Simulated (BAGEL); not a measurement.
# CH2NOSi (SMILES O=C=N[SiH2]) at ROHF/6-31G(d) (density fitting with qzvpp-jkfit, spherical functions)

Aim: the vertical doublet–quartet gap of CH2NOSi at ROHF/6-31G* (density fitting with qzvpp-jkfit, spherical functions), from 2 runs. 

Program for the calculation: BAGEL 1.2.2.

1 further run of the same task is left out (it didn't finish). Runs told in other sessions of the task aren't counted.

### Step 1. The structure to begin with

CH2NOSi: 6 atoms, total charge 0, spin state doublet. SMILES: `O=C=N[SiH2]`. Geometry: relaxed at PBE0-D4/def2-TZVP.

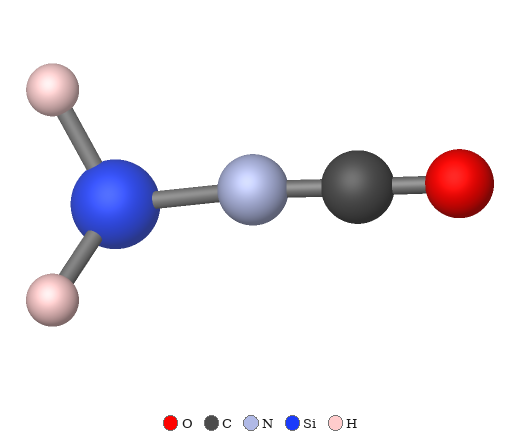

Viewed from a chosen angle; oxygen red, carbon dark grey, nitrogen light blue, silicon blue, hydrogen pink.

### Step 2. A single-point energy at ROHF/6-31G(d) (density fitting with qzvpp-jkfit, spherical functions)

Input file input.json:

```json
{ "bagel" : [

{
  "title" : "molecule",
  "basis" : "6-31gs.json",
  "df_basis" : "qzvpp-jkfit",
  "angstrom" : true,
  "geometry" : [
    { "atom" : "O", "xyz" : [    1.089700,   -2.025700,    1.610400 ] },
    { "atom" : "C", "xyz" : [    0.648500,   -1.177800,    0.945400 ] },
    { "atom" : "N", "xyz" : [    0.216300,   -0.284900,    0.279200 ] },
    { "atom" : "Si", "xyz" : [   -0.683300,    0.591600,   -0.875300 ] },
    { "atom" : "H", "xyz" : [    0.261300,    1.214200,   -1.839100 ] },
    { "atom" : "H", "xyz" : [   -1.490500,    1.618700,   -0.166800 ] }
  ]
},
{ "title" : "rohf", "charge" : 0, "nopen" : 1 },
{ "title" : "print", "file" : "orbitals.molden", "orbitals" : true }

]}
```

The basis set 6-31G* is read from a file made from the Basis Set Exchange's data (not shown).

On the command line:

```bash
$ BAGEL_NUM_THREADS=1 BAGEL input.json > input.out
```

Log:

```text
* using 1 threads per process

  ===============================================================
  ===============================================================

  *** Geometry ***

  { "atom" : "O", "xyz" : [      2.059235,     -3.828018,      3.043215 ] },
  { "atom" : "C", "xyz" : [      1.225487,     -2.225719,      1.786547 ] },
  { "atom" : "N", "xyz" : [      0.408748,     -0.538383,      0.527612 ] },
  { "atom" : "Si", "xyz" : [     -1.291250,      1.117962,     -1.654077 ] },
  { "atom" : "H", "xyz" : [      0.493785,      2.294505,     -3.475395 ] },
  { "atom" : "H", "xyz" : [     -2.816637,      3.058900,     -0.315206 ] },

  Number of auxiliary basis functions:      393

  Since a DF basis is specified, we compute 2- and 3-index integrals:
    o Being stored without compression. Storage requirement is 0.013 GB

  Number of basis functions:       64
  Number of electrons      :       37

    * METHOD: MOLECULE                             0.14

  *** Open-shell HF ***

  === Nuclear Repulsion ===
   130.1383133111

      * DIIS with orbital gradients will be used.

  === ROHF iteration (6-31gs.json) ===
      0       -457.06812668          0.04615850           0.06
      1       -457.19733219          0.03057496           0.06
      2       -457.23162874          0.02068709           0.05
      3       -457.25760593          0.00175164           0.06
      4       -457.25810615          0.00096118           0.06
      5       -457.25828994          0.00030726           0.06
      6       -457.25834312          0.00010637           0.06
      7       -457.25835849          0.00004112           0.06
      8       -457.25836279          0.00000955           0.06
      9       -457.25836694          0.00000570           0.06
     10       -457.25836707          0.00000274           0.05
     11       -457.25836713          0.00000093           0.06
     12       -457.25836711          0.00000053           0.06
     13       -457.25836713          0.00000019           0.06
     14       -457.25836712          0.00000006           0.06
     15       -457.25836712          0.00000003           0.06
     16       -457.25836712          0.00000001           0.06
     17       -457.25836712          0.00000001           0.06
    * SCF iteration converged.

    * S^2 (ROHF) is 0.7500

    * Permanent dipole moment:
           (    0.473958,    -0.453717,     0.605693) a.u.

    * METHOD: ROHF                                 1.14

    * METHOD: PRINT                                0.01

  ===============================================================
```

It took 1.4 s on 1 thread of Arm Neoverse V1, shared host; peak memory 0.083 GiB.

### Step 3. The quartet

Input file input.json:

```json
{ "bagel": [

{
  "title": "molecule",
  "basis": "6-31gs.json",
  "df_basis": "qzvpp-jkfit",
  "angstrom": "true",
  "geometry": [
    { "atom": "O", "xyz": [    1.089700,   -2.025700,    1.610400 ] },
    { "atom": "C", "xyz": [    0.648500,   -1.177800,    0.945400 ] },
    { "atom": "N", "xyz": [    0.216300,   -0.284900,    0.279200 ] },
    { "atom": "Si", "xyz": [   -0.683300,    0.591600,   -0.875300 ] },
    { "atom": "H", "xyz": [    0.261300,    1.214200,   -1.839100 ] },
    { "atom": "H", "xyz": [   -1.490500,    1.618700,   -0.166800 ] }
  ]
},
{ "title": "rohf", "nopen": 3 },
{ "title": "print", "file": "orbitals.molden", "orbitals": "true" }

]}
```

The basis set 6-31G* is read from a file made from the Basis Set Exchange's data (not shown).

On the command line:

```bash
$ BAGEL_NUM_THREADS=1 BAGEL input.json > input.out
```

Log:

```text
* using 1 threads per process

  ===============================================================
  ===============================================================

  *** Geometry ***

  { "atom" : "O", "xyz" : [      2.059235,     -3.828018,      3.043215 ] },
  { "atom" : "C", "xyz" : [      1.225487,     -2.225719,      1.786547 ] },
  { "atom" : "N", "xyz" : [      0.408748,     -0.538383,      0.527612 ] },
  { "atom" : "Si", "xyz" : [     -1.291250,      1.117962,     -1.654077 ] },
  { "atom" : "H", "xyz" : [      0.493785,      2.294505,     -3.475395 ] },
  { "atom" : "H", "xyz" : [     -2.816637,      3.058900,     -0.315206 ] },

  Number of auxiliary basis functions:      393

  Since a DF basis is specified, we compute 2- and 3-index integrals:
    o Being stored without compression. Storage requirement is 0.013 GB

  Number of basis functions:       64
  Number of electrons      :       37

    * METHOD: MOLECULE                             0.14

  *** Open-shell HF ***

  === Nuclear Repulsion ===
   130.1383133111

      * DIIS with orbital gradients will be used.

  === ROHF iteration (6-31gs.json) ===
      0       -456.56637869          0.05086753           0.06
      1       -456.57753057          0.05976712           0.06
      2       -456.64955752          0.05182025           0.06
      3       -456.96136140          0.00701836           0.06
      4       -456.98753859          0.00435057           0.06
      5       -457.00159077          0.00237208           0.06
      6       -457.00433899          0.00122273           0.06
      7       -457.00507220          0.00054737           0.06
      8       -457.00531674          0.00025343           0.06
      9       -457.00545651          0.00013899           0.06
     10       -457.00546353          0.00007602           0.06
     11       -457.00549950          0.00006653           0.06
     12       -457.00549780          0.00004990           0.06
     13       -457.00551011          0.00002992           0.06
     14       -457.00551155          0.00001655           0.06
     15       -457.00551441          0.00001387           0.06
     16       -457.00551220          0.00000562           0.06
     17       -457.00551470          0.00000307           0.06
     18       -457.00551547          0.00000212           0.06
     19       -457.00551547          0.00000145           0.06
     20       -457.00551550          0.00000106           0.06
     21       -457.00551576          0.00000085           0.06
     22       -457.00551581          0.00000074           0.06
     23       -457.00551575          0.00000070           0.06
     24       -457.00551580          0.00000064           0.06
     25       -457.00551576          0.00000058           0.06
     26       -457.00551575          0.00000046           0.06
     27       -457.00551573          0.00000040           0.06
     28       -457.00551574          0.00000032           0.06
     29       -457.00551574          0.00000026           0.06
     30       -457.00551575          0.00000021           0.06
     31       -457.00551575          0.00000016           0.06
     32       -457.00551575          0.00000013           0.06
     33       -457.00551575          0.00000011           0.06
     34       -457.00551575          0.00000010           0.06
     35       -457.00551575          0.00000007           0.06
     36       -457.00551575          0.00000005           0.06
     37       -457.00551575          0.00000004           0.06
     38       -457.00551575          0.00000003           0.06
     39       -457.00551575          0.00000002           0.06
     40       -457.00551575          0.00000002           0.06
     41       -457.00551575          0.00000001           0.06
     42       -457.00551575          0.00000001           0.06
     43       -457.00551575          0.00000001           0.06
    * SCF iteration converged.

    * S^2 (ROHF) is 3.7500

    * Permanent dipole moment:
           (    0.542201,    -0.635288,     0.719984) a.u.

    * METHOD: ROHF                                 2.81

    * METHOD: PRINT                                0.01

  ===============================================================
```

Wall time 3.3 s (1 thread of Arm Neoverse V1, shared host); peak memory 0.083 GiB.

### Step 4. Summary of results

At ROHF/6-31G* (density fitting with qzvpp-jkfit, spherical functions):

| quantity | value |
| --- | --- |
| doublet: total energy | -457.25837 Eh |
| doublet: dipole moment | 2.27 D |
| doublet: ⟨S²⟩ | 0.750 |
| quartet: total energy | -457.00552 Eh |
| quartet: dipole moment | 2.80 D |
| quartet: ⟨S²⟩ | 3.750 |
| vertical energy of the quartet above the doublet | 6.880 eV |

In words: At this shape the quartet lies 6.88 eV (664 kJ/mol) above the doublet.
